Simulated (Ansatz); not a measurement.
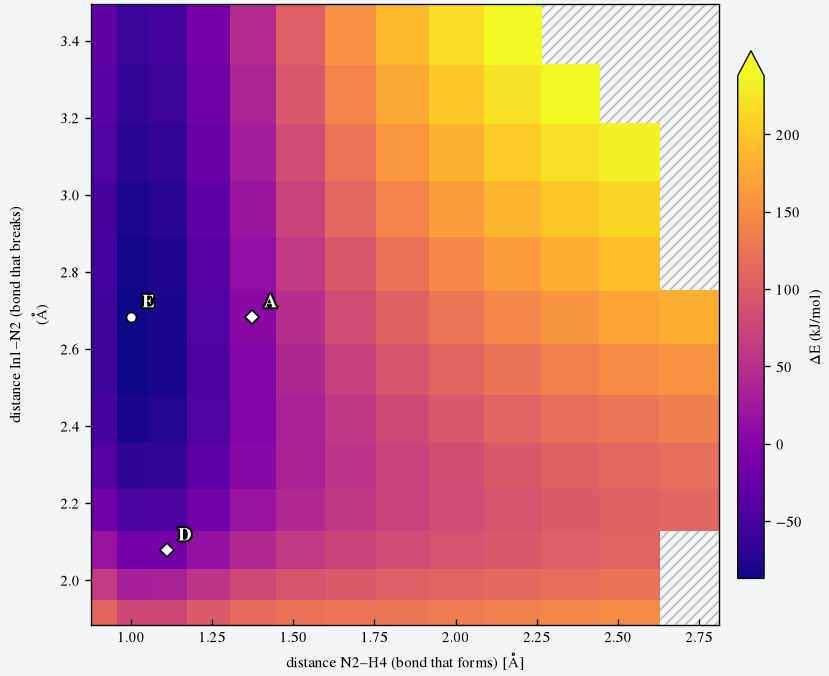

The reacting system CH5ClInN (fragments CH₄InN + ClH where the first distance is long, ClIn + CH₅N where the second is long). First axis: distance N2–H4 (bond that forms). Second axis: distance In1–N2 (bond that breaks). Relaxed at each point: all other coordinates. The scan uses a 13 × 13 grid. At 11 points there is no value. Points are written as (first, second). Energies are in kJ/mol, from a guessed transition structure relaxed with its forming and breaking bonds held. The reference is spin-restricted, so regions where a bond is pulled apart into radicals lie too high. Theory: RKS PBE-D4/def2-SVP in Ansatz.

In the figure: one coloured cell a grid point, one colour for all values above the top of the scale, hatched blanks where no value was computed, lettered points.

### Is A the lowest point of the computed grid?

No. A lies 92 kJ/mol above the lowest grid point, which is at (0.999 Å, 2.682 Å).

### Rank the lettered points by energy, lowest first.

E (−87 kJ/mol), D (−12 kJ/mol), A (4.9 kJ/mol).
